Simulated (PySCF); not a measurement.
# CH4N2OSi: NMR shifts at several levels of theory, part 2 of 2

PySCF 2.14.0. Atoms count from 0.

## Step 9: Nuclear shieldings: KT3/pcSseg-2

Job settings and geometry (Å):

```
{"job": {"kind": "nmr", "xc": "KT3", "basis": "pcSseg-2", "pop": false}, "charge": 0, "multiplicity": 1}
N      2.717546    -0.146603    -0.786171
C      1.685351    -0.032180    -0.270061
Si     0.003191     0.185099     0.514907
N     -0.914027    -1.078276    -0.170726
O     -0.474914     1.747001     0.247530
H      0.083046     0.072289     1.985112
H     -0.727383    -1.456177    -1.091101
H     -1.810879    -1.368629     0.198390
H     -0.504257     2.060853    -0.661431
```

Method: GIAO KT3/pcSseg-2 NMR shielding, non-relativistic, gas phase.

The program printed:

```text
coarse grid: 8400 points
cycle   1  E = -520.2260574237  dE =  5.393e-01  |g| = 1.023e+00  |ddm| = 2.270e+00
cycle   2  E = -519.3886429315  dE =  8.374e-01  |g| = 2.190e+00  |ddm| = 2.611e+00
cycle   3  E = -520.3909098549  dE = -1.002e+00  |g| = 4.031e-01  |ddm| = 2.222e+00
cycle   4  E = -520.4150002018  dE = -2.409e-02  |g| = 2.493e-01  |ddm| = 3.086e-01
cycle   5  E = -520.4267465760  dE = -1.175e-02  |g| = 1.100e-01  |ddm| = 1.806e-01
cycle   6  E = -520.4293188880  dE = -2.572e-03  |g| = 2.468e-02  |ddm| = 7.125e-02
cycle   7  E = -520.4294552101  dE = -1.363e-04  |g| = 6.677e-03  |ddm| = 2.315e-02
cycle   8  E = -520.4294656814  dE = -1.047e-05  |g| = 1.200e-03  |ddm| = 6.070e-03
cycle   9  E = -520.4294660683  dE = -3.869e-07  |g| = 3.839e-04  |ddm| = 1.606e-03
final grid: 77816 points
cycle  10  E = -520.4508001140  dE = -3.065e-04  |g| = 1.456e-02  |ddm| = 9.873e-02
cycle  11  E = -520.4507321043  dE =  6.801e-05  |g| = 2.209e-02  |ddm| = 1.802e-02
cycle  12  E = -520.4508027896  dE = -7.069e-05  |g| = 9.581e-03  |ddm| = 1.570e-02
cycle  13  E = -520.4508184079  dE = -1.562e-05  |g| = 4.366e-03  |ddm| = 5.536e-03
cycle  14  E = -520.4508224345  dE = -4.027e-06  |g| = 5.067e-04  |ddm| = 2.330e-03
cycle  15  E = -520.4508224903  dE = -5.580e-08  |g| = 1.617e-04  |ddm| = 4.702e-04
cycle  16  E = -520.4508224948  dE = -4.519e-09  |g| = 7.597e-05  |ddm| = 1.359e-04
cycle  17  E = -520.4508224962  dE = -1.402e-09  |g| = 4.833e-06  |ddm| = 5.749e-05
cycle  18  E = -520.4508224962  dE = -4.093e-12  |g| = 1.232e-06  |ddm| = 5.936e-06
converged SCF energy = -520.4508224962

GIAO shielding tensors (ppm)
atom      isotropic    diamagn.    paramagn.     s11        s22        s33       span
  0 N      -65.559     332.587    -398.146   -262.142   -231.298    296.764    558.905
  1 C       64.262     264.221    -199.959    -49.383    -43.782    285.952    335.336
  2 Si     419.268     877.450    -458.182    356.507    447.371    453.925     97.418
  3 N      216.240     319.162    -102.922    182.241    213.312    253.166     70.925
  4 O      240.757     385.064    -144.307    190.356    255.458    276.458     86.102
  5 H       26.804      28.585      -1.781     23.600     24.916     31.897      8.297
  6 H       29.544      31.991      -2.447     24.009     26.140     38.482     14.473
  7 H       29.825      30.769      -0.945     24.181     25.457     39.836     15.655
  8 H       29.562      31.899      -2.337     23.640     24.906     40.140     16.500
```

It took 27 s on 1 thread of Arm Neoverse V2, shared host; peak memory 0.74 GiB.

Key values: δ C1 117.0, N0 324.3, N3 42.5, Si2 -61.0, H5 4.55, H8 1.79 ppm.

## Step 10: Shielding tensors: B97-D/pcSseg-2

Settings changed since step 9:

```diff
@@ -1,2 +1,2 @@
-{"job": {"kind": "nmr", "xc": "KT3", "basis": "pcSseg-2", "pop": false}, "charge": 0, "multiplicity": 1}
+{"job": {"kind": "nmr", "xc": "B97-D", "basis": "pcSseg-2", "pop": false}, "charge": 0, "multiplicity": 1}
 N      2.717546    -0.146603    -0.786171
```

With the program's defaults for keys left out, this is: GIAO B97-D/pcSseg-2 NMR shielding, non-relativistic, gas phase.

The program printed:

```text
coarse grid: 8400 points
cycle   1  E = -514.5612369706  dE =  5.244e-01  |g| = 1.030e+00  |ddm| = 2.317e+00
cycle   2  E = -513.7452750794  dE =  8.160e-01  |g| = 2.202e+00  |ddm| = 2.510e+00
cycle   3  E = -514.7200482695  dE = -9.748e-01  |g| = 4.217e-01  |ddm| = 2.146e+00
cycle   4  E = -514.7472459829  dE = -2.720e-02  |g| = 2.464e-01  |ddm| = 2.980e-01
cycle   5  E = -514.7588017806  dE = -1.156e-02  |g| = 1.049e-01  |ddm| = 1.743e-01
cycle   6  E = -514.7610229916  dE = -2.221e-03  |g| = 2.553e-02  |ddm| = 6.522e-02
cycle   7  E = -514.7611647693  dE = -1.418e-04  |g| = 6.960e-03  |ddm| = 2.272e-02
cycle   8  E = -514.7611756132  dE = -1.084e-05  |g| = 1.217e-03  |ddm| = 5.861e-03
cycle   9  E = -514.7611760200  dE = -4.068e-07  |g| = 3.444e-04  |ddm| = 1.535e-03
final grid: 77816 points
cycle  10  E = -514.7645100264  dE = -9.268e-05  |g| = 1.025e-02  |ddm| = 5.543e-02
cycle  11  E = -514.7644275708  dE =  8.246e-05  |g| = 2.155e-02  |ddm| = 1.693e-02
cycle  12  E = -514.7645148927  dE = -8.732e-05  |g| = 7.244e-03  |ddm| = 1.332e-02
cycle  13  E = -514.7645251388  dE = -1.025e-05  |g| = 2.620e-03  |ddm| = 4.043e-03
cycle  14  E = -514.7645264838  dE = -1.345e-06  |g| = 3.766e-04  |ddm| = 1.501e-03
cycle  15  E = -514.7645265164  dE = -3.263e-08  |g| = 6.744e-05  |ddm| = 3.415e-04
cycle  16  E = -514.7645265167  dE = -2.708e-10  |g| = 5.009e-05  |ddm| = 6.546e-05
cycle  17  E = -514.7645265172  dE = -5.518e-10  |g| = 3.625e-06  |ddm| = 3.452e-05
converged SCF energy = -514.7645265172

GIAO shielding tensors (ppm)
atom      isotropic    diamagn.    paramagn.     s11        s22        s33       span
  0 N      -77.215     333.094    -410.309   -279.586   -248.047    295.988    575.574
  1 C       56.427     265.123    -208.696    -60.847    -55.285    285.413    346.260
  2 Si     402.405     876.221    -473.816    338.518    430.483    438.213     99.695
  3 N      215.699     319.442    -103.743    181.995    212.540    252.563     70.568
  4 O      243.387     385.316    -141.929    194.112    258.047    278.003     83.891
  5 H       26.806      28.543      -1.737     23.612     24.957     31.850      8.238
  6 H       29.644      32.009      -2.365     24.153     26.298     38.481     14.328
  7 H       29.929      30.819      -0.889     24.319     25.592     39.877     15.557
  8 H       29.583      31.864      -2.281     23.601     24.935     40.214     16.614
```

Run time: 26 s. Hardware: 1 thread of Arm Neoverse V2, shared host; peak memory 0.84 GiB.

Key values: δ C1 122.6, N0 335.1, N3 42.2, Si2 -65.8, H5 4.59, H8 1.81 ppm.

## Step 11: NMR shieldings: B3LYP/pcSseg-2

Settings changed since step 10:

```diff
@@ -1,2 +1,2 @@
-{"job": {"kind": "nmr", "xc": "B97-D", "basis": "pcSseg-2", "pop": false}, "charge": 0, "multiplicity": 1}
+{"job": {"kind": "nmr", "xc": "B3LYP", "basis": "pcSseg-2", "pop": false}, "charge": 0, "multiplicity": 1}
 N      2.717546    -0.146603    -0.786171
```

Method: GIAO B3LYP/pcSseg-2 NMR shielding, non-relativistic, gas phase.

The program printed:

```text
coarse grid: 8400 points
cycle   1  E = -514.7851887471  dE =  5.011e-01  |g| = 9.312e-01  |ddm| = 2.276e+00
cycle   2  E = -514.4046333234  dE =  3.806e-01  |g| = 1.665e+00  |ddm| = 1.601e+00
cycle   3  E = -514.9284058857  dE = -5.238e-01  |g| = 2.787e-01  |ddm| = 1.199e+00
cycle   4  E = -514.9417170987  dE = -1.331e-02  |g| = 1.264e-01  |ddm| = 1.713e-01
cycle   5  E = -514.9448456651  dE = -3.129e-03  |g| = 4.052e-02  |ddm| = 7.753e-02
cycle   6  E = -514.9451587980  dE = -3.131e-04  |g| = 1.006e-02  |ddm| = 2.501e-02
cycle   7  E = -514.9451790764  dE = -2.028e-05  |g| = 2.399e-03  |ddm| = 7.303e-03
cycle   8  E = -514.9451803004  dE = -1.224e-06  |g| = 3.657e-04  |ddm| = 1.723e-03
final grid: 77816 points
cycle   9  E = -514.9527318740  dE = -3.944e-05  |g| = 4.476e-03  |ddm| = 2.076e-02
cycle  10  E = -514.9527280984  dE =  3.776e-06  |g| = 6.145e-03  |ddm| = 5.940e-03
cycle  11  E = -514.9527356509  dE = -7.553e-06  |g| = 6.843e-04  |ddm| = 3.425e-03
cycle  12  E = -514.9527357401  dE = -8.915e-08  |g| = 2.042e-04  |ddm| = 6.112e-04
cycle  13  E = -514.9527357463  dE = -6.234e-09  |g| = 1.090e-04  |ddm| = 1.646e-04
cycle  14  E = -514.9527357482  dE = -1.860e-09  |g| = 3.723e-05  |ddm| = 6.553e-05
cycle  15  E = -514.9527357484  dE = -2.260e-10  |g| = 1.852e-05  |ddm| = 2.272e-05
converged SCF energy = -514.9527357484

GIAO shielding tensors (ppm)
atom      isotropic    diamagn.    paramagn.     s11        s22        s33       span
  0 N      -94.021     331.279    -425.300   -305.282   -274.299    297.519    602.801
  1 C       50.134     264.732    -214.597    -71.568    -65.997    287.968    359.536
  2 Si     389.550     874.764    -485.215    324.334    418.190    426.124    101.790
  3 N      216.353     318.767    -102.414    182.667    212.905    253.488     70.821
  4 O      244.720     385.236    -140.516    196.288    257.482    280.389     84.101
  5 H       26.822      28.311      -1.489     23.604     24.914     31.948      8.344
  6 H       29.620      31.956      -2.336     23.991     26.246     38.622     14.631
  7 H       29.892      30.817      -0.925     24.147     25.479     40.051     15.904
  8 H       29.528      31.777      -2.248     23.353     24.777     40.454     17.101
```

It took 19 s on 1 thread of Arm Neoverse V2, shared host; peak memory 1 GiB.

In short: δ C1 129.1, N0 352.5, N3 42.2, Si2 -64.9, H5 4.57, H8 1.86 ppm.

## Step 12: Comparing the runs: NMR shifts

Shifts (ppm) of some atoms, chosen among heavy atoms and hydrogens apart, with basis size and wall time:

```tsv
run	C1	H5	H8	N0	N3	Si2	O4	functions	time
HF/pcSseg-2	136.3	4.21	2.20	363.9	25.7	-57.7	53.6	243	11 s
LDA/pcSseg-2	131.9	5.06	2.06	364.1	55.5	-60.0	100.9	243	21 s
PBE/pcSseg-2	126.8	4.79	1.82	349.5	48.3	-62.0	91.4	243	26 s
BLYP/pcSseg-2	125.1	4.68	1.77	347.1	47.8	-69.3	90.8	243	26 s
BP86/pcSseg-2	125.9	4.79	1.82	346.7	46.4	-63.2	88.8	243	26 s
OPBE/pcSseg-2	124.4	4.67	1.81	338.4	42.6	-55.5	82.0	243	25 s
KT2/pcSseg-2	117.4	4.81	1.88	328.2	46.6	-59.2	90.2	243	26 s
KT3/pcSseg-2	117.0	4.55	1.79	324.3	42.5	-61.0	83.0	243	27 s
B97-D/pcSseg-2	122.6	4.59	1.81	335.1	42.2	-65.8	81.8	243	26 s
B3LYP/pcSseg-2	129.1	4.57	1.86	352.5	42.2	-64.9	81.1	243	19 s
```

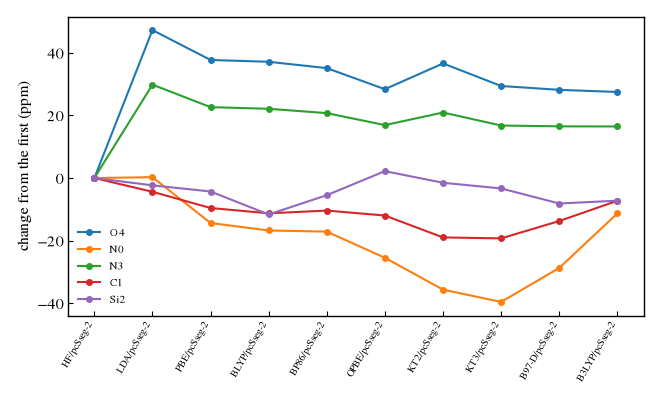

How five of the tabulated atoms move from run to run.

## Step 13: What came out

The summary covers parts 1 to 2.

```
                                                            quantity                 value
                                13C shifts against TMS (HF/pcSseg-2)             136.3 ppm
1H shifts against TMS (HF/pcSseg-2, means over atoms taken as alike)  4.21, 2.20, 1.72 ppm
                                15N shifts against NH3 (HF/pcSseg-2)       363.9, 25.7 ppm
                               29Si shifts against TMS (HF/pcSseg-2)             -57.7 ppm
                                17O shifts against H2O (HF/pcSseg-2)              53.6 ppm
                                            range of the shift of O4     53.6 to 100.9 ppm
```

In words: Single values in the summary come from the first run of each kind that ended normally (HF/pcSseg-2), which need not be the best level. At HF/pcSseg-2: The widest tensor belongs to N0: span 619 ppm, with a paramagnetic part of -434 ppm. Across the 10 runs the shift of O4 moves most, between 53.6 (HF/pcSseg-2) and 100.9 ppm (LDA/pcSseg-2).
